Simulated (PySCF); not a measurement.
Vertical excitations of a molecule C3H3N2, multiplicity 2 from PySCF 2.14.0 with TDA-PBE/def2-SVPD, as energy in eV (oscillator strength): 2.02 (0.002), 2.59 (0.000), 3.23 (0.020), 4.72 (0.000), 5.17 (0.001), 5.36 (0.001), 5.98 (0.006), 6.07 (0.002), 6.25 (0.000), 6.31 (0.001). The structure is a stationary point at B3LYP-D3(BJ)/def2-SVP. The values are those of a single conformer.

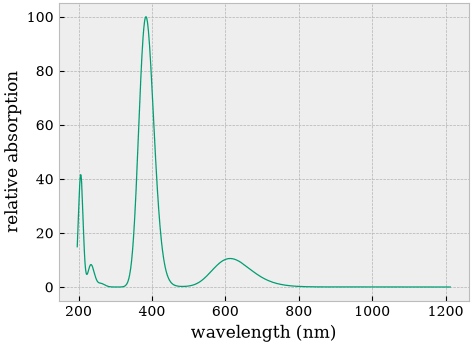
*The lines broadened by 0.4 eV.*

Question: Which structure fits?
A) [c]1cnc[nH]1
B) [c]1cn[nH]c1
C) [c]1ncc[nH]1
D) C1=C[N]N=C1

Answer: B, [c]1cn[nH]c1
